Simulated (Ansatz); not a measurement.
# BCl2FH: the cost of one run

All numbers below are computed with Ansatz 0.2.0 (UKS B3LYP/def2-SVPD).

### Step 1. The starting structure

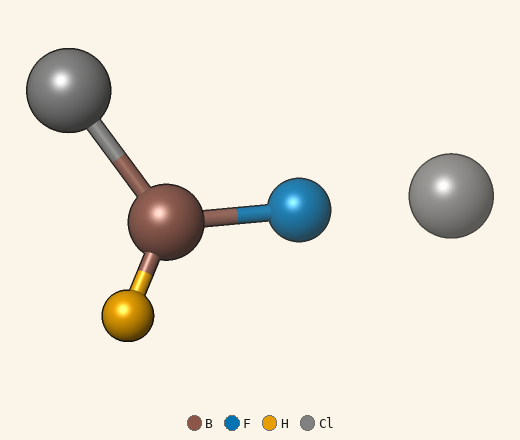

The starting structure, seen from a chosen angle (boron brown, fluorine blue, hydrogen amber, chlorine grey).

As a file:

```xyz
5

B     0.0000    0.0000    0.0000
F     0.0000    0.0000    1.5700
H     1.0305    0.0000   -0.5950
Cl   -1.6108    0.0000   -0.9300
Cl    0.0000    0.0000    3.3700
```

### Step 2. A restrained relaxation towards end A

Springs on the bonds that form and break draw the guess towards this end; the thresholds are loose.

input.yaml reads:

```yaml
crystal:
  periodic: [false, false, false]
  atoms:
    - { symbol: B, position_ang: [0.0, 0.0, 0.0] }
    - { symbol: F, position_ang: [0.0, 0.0, 1.57] }
    - { symbol: H, position_ang: [1.0305, 0.0, -0.595] }
    - { symbol: Cl, position_ang: [-1.6108, 0.0, -0.93] }
    - { symbol: Cl, position_ang: [0.0, 0.0, 3.37] }
magnetization:
  spin_polarized: true
  initial_magnetization: 1
basis:
  gaussian: { orbitals: def2-SVPD }
hamiltonian:
  xc: b3lyp
relax:
  f_tol: 0.15
  max_steps: 25
  restrain:
    - { distance: [1, 4], at: 2.7, k: 30.0 }
    - { distance: [0, 1], at: 1.32, k: 30.0 }
```

The run is started by

```console
> ansatz run input.yaml --threads 4 --pin off --max-ram 5120MiB --backend cpu --events-out ev --progress --plain --runs-dir out
```

Q: Estimate wall time and peak memory on 4 threads of AMD EPYC, shared host.

About 41 s, with a peak of 0.32 GiB.
